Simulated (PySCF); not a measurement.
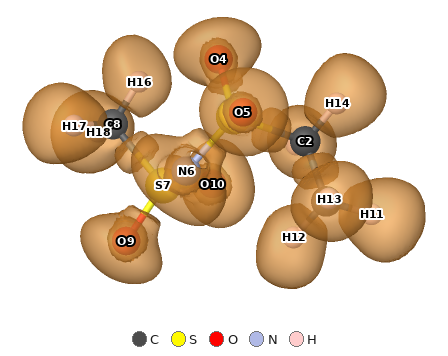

The picture shows: C$_{3}$H$_{8}$NO$_{4}$S$_{2}$ (charge −1). Isosurface of the electron localisation function at 0.75 (orange), seen at a tilt. Only the valence region is drawn (cores and ρ < 0.01 e/Å³ removed).

Geometry: PBE0-D3(BJ)/def2-SVP.

All numbers below come from PBE0/pcSseg-1, SCF density, gas phase, non-relativistic in PySCF 2.14.0.

```xyz
18

C    -2.5207    0.0132   -0.9414
C    -1.6543    0.1906    0.2856
S    -0.2252    1.2389   -0.0391
O     0.5376    1.2665    1.2273
O    -0.7412    2.5233   -0.5233
N     0.5653    0.5413   -1.2571
S     1.3317   -0.8561   -1.0374
C     2.7733   -0.4586   -0.0534
O     1.8185   -1.3113   -2.3404
O     0.5628   -1.8348   -0.2394
H    -3.4258   -0.5693   -0.7051
H    -1.9524   -0.5195   -1.7174
H    -2.8195    0.9922   -1.3448
H    -2.1734    0.6946    1.1155
H    -1.2237   -0.7600    0.6318
H     2.4123    0.0293    0.8617
H     3.4042    0.2215   -0.6395
H     3.2970   -1.4011    0.1554
```

What do the ELF domains correspond to?

The ELF exceeds this value in one region between bonded C–C atoms (shared pairs), two regions between bonded C–S atoms (shared pairs), eight regions around hydrogen nuclei, one region on N in which the atom's valence shell and bonds are merged and four regions on O in which the atom's valence shell and bonds are merged. Profiles from the grid: S–O (1.46 Å): the ELF peaks at about 0.80 between the atoms (a polar covalent bond). C–C (1.51 Å): the ELF peaks at about 0.95 between the atoms: localised, covalent bonding.
